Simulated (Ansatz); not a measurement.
Al16P: nudged elastic band (part 3 of 3)

Continued. System: Al16P (slab, 17 atoms in the cell). Method: DFT LDA, scalar-relativistic, plane waves, PAW, no spin polarisation (Ansatz 0.2.0); cutoff 420 eV, 2×3×1 k-mesh, Fermi–Dirac smearing of 0.05 eV. The input holds or restrains some coordinates. It belongs to a series of runs on one base structure; here: band between the two ends.

Geometry of the input (Å; fractional positions):
```
8.1000  0.0000  0.0000
0.0000  5.7276  0.0000
0.0000  0.0000  15.2957
Al 0.2500  0.2500  0.0654
Al 0.7500  0.2500  0.0654
Al 0.2500  0.7500  0.0654
Al 0.7500  0.7500  0.0654
Al 0.0006  0.0029  0.1491
Al 0.4993  0.0029  0.1490
Al 0.0009  0.4968  0.1492
Al 0.4991  0.4967  0.1491
Al 0.2499  0.2492  0.2468
Al 0.7501  0.2497  0.2335
Al 0.2500  0.7498  0.2518
Al 0.7499  0.7494  0.2304
Al -0.0143  0.0126  0.3267
Al 0.5143  0.0129  0.3266
Al -0.0138  0.4861  0.3267
Al 0.5138  0.4857  0.3266
P  0.7491  0.7485  0.3839
```

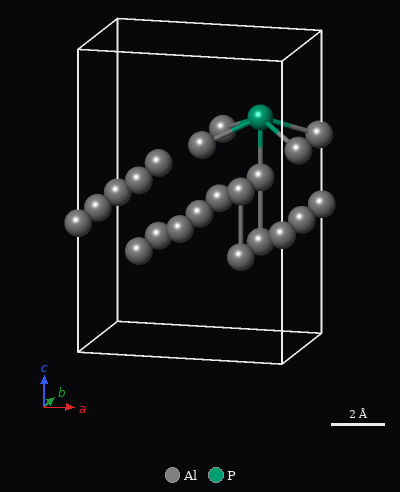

Fig. 1: The starting structure (ball-and-stick view of the cell of the calculation, with the vacuum cut short, seen slightly off an axis).

The last band as extended XYZ, continued
```
17
Lattice="8.1000 0.0000 0.0000 0.0000 5.7276 0.0000 0.0000 0.0000 15.2957" Properties=species:S:1:pos:R:3:forces:R:3 image=5 energy=-8926.27958
Al    2.0250    1.4319    1.0000    0.0005  -0.2047   0.2982
Al    6.0750    1.4319    1.0000    0.0028   0.0728  -0.4629
Al    2.0250    4.2957    1.0000   -0.0005   0.2107   0.0765
Al    6.0750    4.2957    1.0000    0.0018  -0.2084  -0.1294
Al   -0.0103   -0.0566    2.2496    0.0210  -0.0058   0.0200
Al    4.0607   -0.0564    2.2512   -0.0215  -0.0059   0.0205
Al   -0.0264    2.8456    2.2234    0.0247  -0.0004   0.0212
Al    4.0775    2.8460    2.2234   -0.0255   0.0003   0.0214
Al    2.0255    1.3874    3.7714   -0.0008  -0.0359   0.0566
Al    6.0757    1.4297    3.5356   -0.0006  -0.0931  -0.0055
Al    2.0265    4.1858    3.7134   -0.0007   0.0014   0.0396
Al    6.0756    4.2231    3.6280   -0.0008  -0.0442  -0.0849
Al   -0.0025   -0.1562    4.9373   -0.1144  -0.0368   0.0316
Al    4.0573   -0.1509    4.9396    0.1147  -0.0340   0.0320
Al   -0.0669    2.8296    4.9719   -0.0873  -0.0067   0.0109
Al    4.1161    2.8331    4.9710    0.0846  -0.0056   0.0097
P     6.0828    6.6802    5.8277    0.0023   0.3963   0.0444
17
Lattice="8.1000 0.0000 0.0000 0.0000 5.7276 0.0000 0.0000 0.0000 15.2957" Properties=species:S:1:pos:R:3:forces:R:3 image=6 energy=-8926.42138
Al    2.0250    1.4319    1.0000    0.0011  -0.0030   0.4392
Al    6.0750    1.4319    1.0000   -0.0001  -0.0018  -0.4260
Al    2.0250    4.2957    1.0000    0.0004   0.0018   0.2432
Al    6.0750    4.2957    1.0000   -0.0008  -0.0007  -0.2601
Al    0.0072   -0.0185    2.2826   -0.0014  -0.0034  -0.0016
Al    4.0429   -0.0189    2.2810    0.0012  -0.0027  -0.0008
Al    0.0052    2.8804    2.2805    0.0013   0.0017   0.0026
Al    4.0447    2.8805    2.2789   -0.0009   0.0015   0.0038
Al    2.0253    1.4307    3.8510   -0.0004  -0.0042   0.0024
Al    6.0741    1.4285    3.5242    0.0006   0.0010   0.0009
Al    2.0243    4.2911    3.7756    0.0012   0.0028   0.0026
Al    6.0758    4.2938    3.5720   -0.0003  -0.0041   0.0078
Al   -0.1116   -0.0797    4.9978   -0.0113  -0.0002  -0.0065
Al    4.1614   -0.0821    4.9962    0.0091   0.0019  -0.0064
Al   -0.1157    2.9360    4.9972   -0.0059   0.0024  -0.0057
Al    4.1657    2.9378    4.9956    0.0032   0.0011  -0.0059
P     6.0674    7.1510    5.8724    0.0031   0.0059   0.0106
```

Results in brief

| quantity | value |
| --- | --- |
| outcome | converged under the restraints of the input |
| barrier, forward | 0.453 eV |
| barrier, backward | 0.453 eV |
| electrons treated | 53 |
| wall time | 8.6 min |
| peak memory | 0.9 GiB |
